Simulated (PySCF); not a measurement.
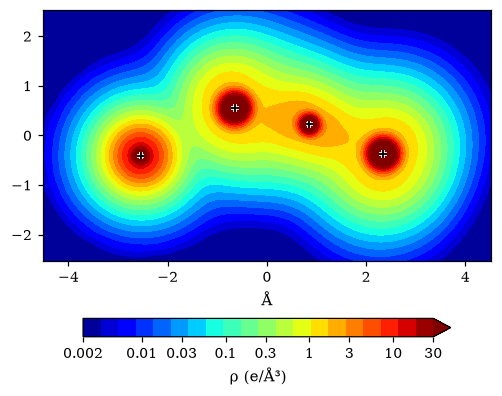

The total electron density on a plane through atoms (crosses mark nuclei in the plane).

These are results of wB97M-D3(BJ)/def2-TZVPD, SCF density, gas phase (PySCF 2.14.0), not measurements.

Candidates:
A. H₂S···CO (SMILES S.[C-]#[O+])
B. CS₂···F (SMILES S=C=S.[F-]) (charge −1)
C. GaH₆N

**Which candidate gave the map?**

Candidate B: CS₂···F on the molecular plane, which holds S, C and F. S3···F4 (2.12 Å): the density falls to about 0.47 e/Å³ on the way. C–S (1.54 Å): ρ is about 1.9 e/Å³ halfway.
